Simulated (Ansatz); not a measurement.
Calculation: PBE (plane waves to 420 eV, PAW; Ansatz, a first-principles code).

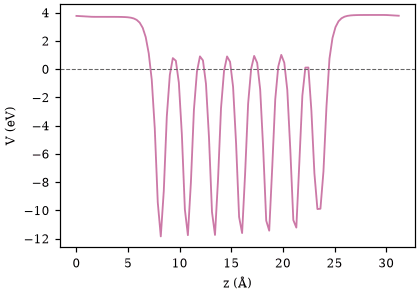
Electrostatic potential energy of an electron, averaged over planes parallel to the surface, in eV from the Fermi level, for a constructed model of the (0001) surface of hcp Mg, a pseudomorphic layer of Cr in the host's stacking (bottom of the slab: a bare face, its two planes held)

Slab: 7 atoms, 15.2 Å thick at the start; k 13x13x1, smearing 0.1 eV, dipole-corrected; 2 atoms held, the rest relaxed; symmetry of the start imposed; spin-polarised, ending with about 4.4 μB a cell; orders that need a larger cell were not tried, no spin-orbit, no U. It is one candidate, not shown to be the stable structure of the face.

The vacuum level lies 3.84 eV above the Fermi level over the top face and 3.70 eV above it under the bottom face.
